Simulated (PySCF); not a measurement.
# CH5BS (SMILES BSC): PBE0/def2-TZVPP

Aim: the vertical singlet–triplet gap of CH5BS at PBE0/def2-TZVPP, from 2 runs. 

The results are computed with PySCF 2.14.0.

## Step 1: The molecule

CH5BS has 8 atoms, charge 0, and is taken as a singlet. As SMILES, `BSC`. Geometry: relaxed at PBE0-D4/def2-TZVP.

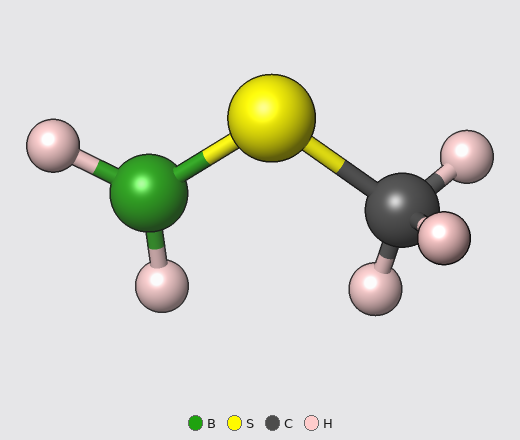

The structure, seen from a chosen angle (boron green, sulfur yellow, carbon dark grey, hydrogen pink).

## Step 2: A single-point energy at PBE0/def2-TZVPP

The input, run.py:

```python
from pyscf import gto, dft

mol = gto.M(
    atom='''
B     -0.869900     0.955400    -0.908000
S      0.707800     0.854100    -0.159000
C      0.741400    -0.735700     0.702900
H     -1.667800     0.075300    -0.790300
H     -1.086100     1.947800    -1.532900
H      0.910600    -0.561000     1.765100
H      1.559600    -1.337000     0.307300
H     -0.203500    -1.256000     0.559200
''',
    verbose=4,
    max_memory=1860,
    basis='def2-tzvpp',
)

myscf = dft.RKS(mol, xc='pbe0')
myscf.conv_tol = 1e-10
myscf.grids.level = 4
myscf.kernel()
if not myscf.converged:
    myscf = myscf.newton().run(myscf.mo_coeff, myscf.mo_occ)

e_tot = myscf.e_tot
print('Final energy', e_tot)
```

On the command line:

```
$ OMP_NUM_THREADS=1 python run.py
```

The log of the run:

```text
PySCF version 2.14.0

[... 75 lines left out ...]
converged SCF energy = -463.972611299504
Final energy -463.9726112995044
```

It took 23 s on 1 thread of Intel Xeon Platinum 8375C at 2.90GHz (Ice Lake), shared host; peak memory 1.5 GiB.

## Step 3: The triplet

The input, calc.py:

```python
from pyscf import gto, dft

mol = gto.M(
    atom='''
B   -0.869900   0.955400  -0.908000
S    0.707800   0.854100  -0.159000
C    0.741400  -0.735700   0.702900
H   -1.667800   0.075300  -0.790300
H   -1.086100   1.947800  -1.532900
H    0.910600  -0.561000   1.765100
H    1.559600  -1.337000   0.307300
H   -0.203500  -1.256000   0.559200
''',
    verbose=3,
    max_memory=1860,
    charge=0,
    basis='def2-tzvpp',
    spin=2,
)

ks = dft.UKS(mol, xc='pbe0')
ks.grids.level = 4
ks.conv_tol = 1e-10
ks.kernel()
if not ks.converged:
    ks = ks.newton().run(ks.mo_coeff, ks.mo_occ)

etot = ks.e_tot
print('Final energy', etot)
```

On the command line:

```
$ OMP_NUM_THREADS=1 python calc.py
```

The log of the run:

```text
WARN: HOMO -0.10300827719038 >= LUMO -0.314372645739876

WARN: HOMO -0.0736589587777736 >= LUMO -0.232901594620935

WARN: HOMO -0.126592970204907 >= LUMO -0.214250843781603

WARN: HOMO -0.127926335112491 >= LUMO -0.210060907247868

WARN: HOMO -0.12838026481721 >= LUMO -0.20823972152543

WARN: HOMO -0.127819883130911 >= LUMO -0.207497349024553

WARN: HOMO -0.128032154306073 >= LUMO -0.207437690163086

WARN: HOMO -0.128049340240594 >= LUMO -0.207391720786774

WARN: HOMO -0.128052449876098 >= LUMO -0.207398645731331

WARN: HOMO -0.128055014660298 >= LUMO -0.2073989160431

WARN: HOMO -0.128053849174435 >= LUMO -0.207398798232543

WARN: HOMO -0.128054805866281 >= LUMO -0.20740010345612

WARN: HOMO -0.128054374622195 >= LUMO -0.207398885681688

WARN: HOMO -0.128054380520446 >= LUMO -0.207399581250897

WARN: HOMO -0.128054553740792 >= LUMO -0.207399312097643

converged SCF energy = -463.809548719651  <S^2> = 2.011059  2S+1 = 3.0073637
Final energy -463.80954871965145
```

It took 47 s on 1 thread of Intel Xeon Platinum 8375C at 2.90GHz (Ice Lake), shared host; peak memory 1.5 GiB.

## Step 4: Outcome

At PBE0/def2-TZVPP:

```
                                        quantity          value
                           singlet: total energy  -463.97261 Eh
                          singlet: dipole moment         1.75 D
                            singlet: HOMO energy       -7.85 eV
                            singlet: LUMO energy       -1.05 eV
                          singlet: HOMO–LUMO gap        6.80 eV
                           triplet: total energy  -463.80955 Eh
                          triplet: dipole moment         4.88 D
     triplet: HOMO energy (highest over α and β)       -3.48 eV
                                   triplet: ⟨S²⟩          2.011
vertical energy of the triplet above the singlet       4.437 eV
```

In words: At this shape the triplet lies 4.44 eV (102 kcal/mol) above the singlet. Mulliken charges (triplet) run from -0.52 on B1 to +0.31 on S2.
